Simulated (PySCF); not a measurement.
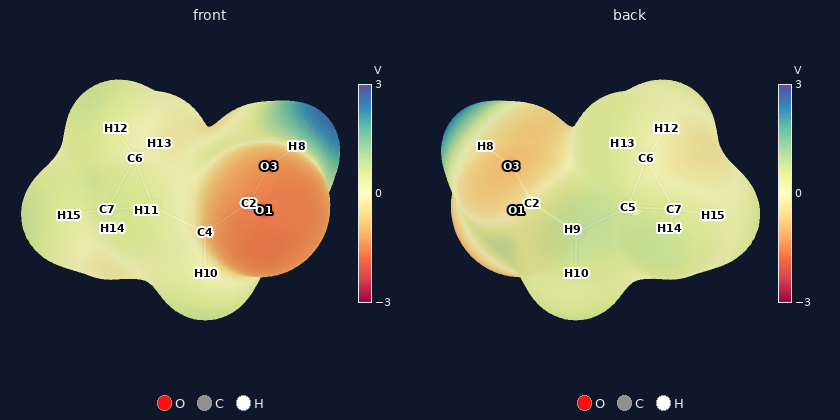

Figure. C₅H₈O₂ (cyclopropylacetic acid). The electrostatic potential painted on the density surface at 0.002 e/bohr³, seen from the front and from behind; the colour scale runs from red (negative) to blue (positive).

Geometry: GFN2-xTB.

All numbers below come from PySCF, PBE0/pcSseg-1, SCF density, gas phase, non-relativistic.

The calculation's input:

```
{"job": {"kind": "nmr", "xc": "PBE0", "basis": "pcSseg-1", "pop": false}, "charge": 0, "multiplicity": 1}
O      2.530378    -0.546904     1.042878
C      1.867226    -0.002291     0.202787
O      2.058131     1.276194    -0.147968
C      0.715328    -0.622457    -0.547899
C     -0.530741    -0.514931     0.312096
C     -1.303341     0.768502     0.330397
C     -1.875925    -0.441163    -0.343967
H      2.772123     1.670779     0.377454
H      0.570521    -0.089437    -1.486807
H      0.943244    -1.671713    -0.741832
H     -0.455577    -1.065789     1.241418
H     -1.738939     1.095406     1.261989
H     -0.950577     1.577612    -0.290766
H     -1.916308    -0.450686    -1.422399
H     -2.703200    -0.951165     0.124970
```

Launched as:

```sh
OMP_NUM_THREADS=1 python ens_run.py task.json out
```

Where is the surface potential most negative and most positive?

The most negative region (about −1.7 V, or −39 kcal/mol for a unit charge) lies over O1, the most positive (about +2.6 V, or +60 kcal/mol for a unit charge) over H8. O1 is the likeliest acceptor of a hydrogen bond.

What dipole moment does the calculation give?

Its dipole moment is 1.80 D.
